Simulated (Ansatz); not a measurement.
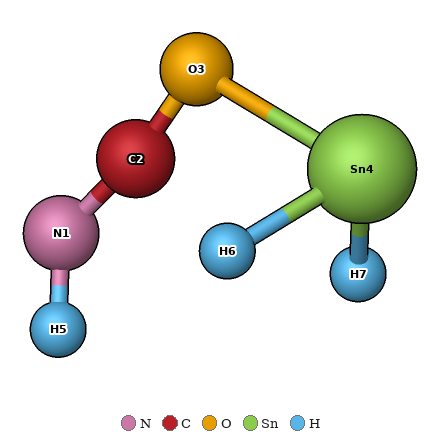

The system is CH3NOSn; the picture shows the reference structure. Coordinates scanned: (1) bond length O3–Sn4; (2) dihedral C2–O3–Sn4–H6. Nothing is relaxed (all other coordinates rigid). Grid: 11 × 10 points. All energies are given in eV relative to the relaxed molecule at the same level. Theory: RKS SPW92 (LDA)/def2-TZVP (Ansatz).

Its coordinates:

```xyz
7

N    -0.3476   -1.7372   -0.1109
C    -0.7518   -0.6576    0.2123
O    -1.3465    0.2940    0.5996
Sn    0.2508    2.0515    0.1880
H     0.5352   -2.0100   -0.5288
H     1.3300    0.8431    0.9427
H     0.3912    1.1482   -1.3486
```

Range: bond length O3–Sn4 from 2.073 to 3.374 Å; dihedral C2–O3–Sn4–H6 from −180 to 144°.

**What landscape does the calculation give?**

The lowest grid point is at bond length O3–Sn4 = 2.463 Å, dihedral C2–O3–Sn4–H6 = −36°, 0.007 eV from the relaxed molecule at the same level. The highest grid point, bond length O3–Sn4 = 2.073 Å, dihedral C2–O3–Sn4–H6 = 72°, lies 0.740 eV above the lowest. On the interpolated surface the easiest way out of the lowest well to its copy in the next cell or period passes a barrier of about 0.23 eV. Round the minimum the two coordinates are nearly uncoupled.

```csv
"dihedral C2–O3–Sn4–H6 ↓, bond length O3–Sn4 →",2.073,2.203,2.333,2.463,2.593,2.724,2.854,2.984,3.114,3.244,3.374
144,0.698,0.405,0.270,0.227,0.235,0.269,0.314,0.362,0.408,0.450,0.486
108,0.718,0.418,0.279,0.233,0.239,0.271,0.316,0.363,0.409,0.450,0.486
72,0.747,0.430,0.281,0.229,0.232,0.263,0.307,0.354,0.400,0.442,0.478
36,0.601,0.308,0.179,0.144,0.160,0.202,0.255,0.309,0.361,0.408,0.448
0,0.465,0.188,0.074,0.053,0.081,0.134,0.196,0.259,0.318,0.370,0.415
−36,0.367,0.112,0.015,0.007,0.045,0.106,0.173,0.240,0.301,0.356,0.403
−72,0.404,0.139,0.035,0.022,0.056,0.114,0.179,0.245,0.305,0.359,0.406
−108,0.521,0.238,0.118,0.091,0.114,0.163,0.221,0.280,0.336,0.386,0.429
−144,0.694,0.384,0.241,0.195,0.203,0.238,0.285,0.336,0.384,0.427,0.465
−180,0.744,0.434,0.288,0.238,0.240,0.272,0.315,0.362,0.407,0.448,0.484
```

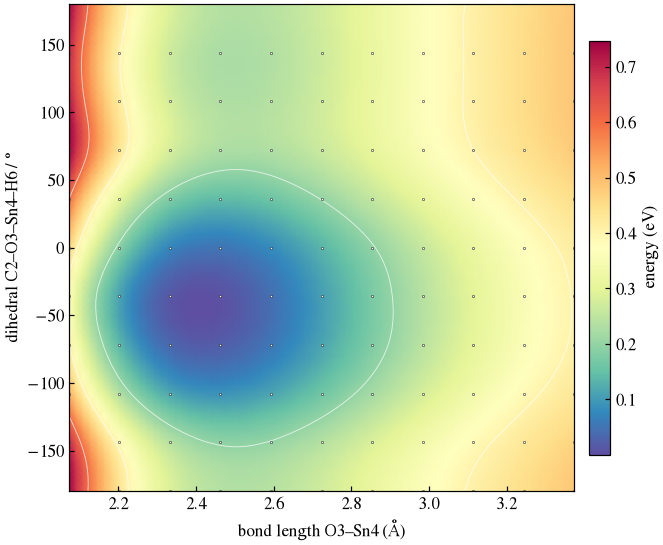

Drawn: a smooth colour map with a few white contour lines, dots at the grid points. Between grid points the surface is interpolated.

Time for the 110 points that were run: 18 min on 1 thread of Arm Neoverse N1 (shared host).
